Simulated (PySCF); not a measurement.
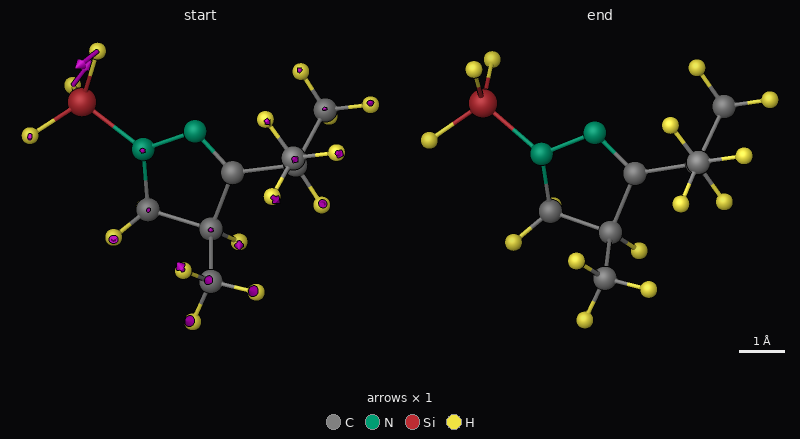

The structure of C$_{7}$H$_{16}$N$_{2}$Si before (left) and after (right) a relaxation, at one scale. The purple arrows give the displacements, at their true length.

A ball-and-stick model, seen at a tilt.

The start comes from GFN2-xTB. Its atoms were then displaced at random by about 0.01 Å.

Computed with PBE0-D3(BJ)/def2-SVP geometry optimisation, gas phase in PySCF 2.14.0, density-fitted response routines. 

**Summarise the run.**

The largest moves after the best rigid fit, 0.79 Å, are those of H atoms. By element the largest moves are H 0.79 Å, C 0.27 Å, N 0.13 Å, Si 0.04 Å. Some distances before and after: C–H 1.046 → 1.100 Å, C–H 1.066 → 1.102 Å, H–Si 1.468 → 1.499 Å, C–C 1.488 → 1.519 Å. Bond angles that change, for instance: N–Si–H 103.4° → 109.8°, N–N–Si 122.4° → 118.0°, H–Si–H 113.0° → 108.6°. Groups turn about N–Si by about 30°. The energy falls by 33.3 kJ/mol in 14 geometry steps. The run took 8.1 min on 1 thread of Arm Neoverse V1 (shared host).
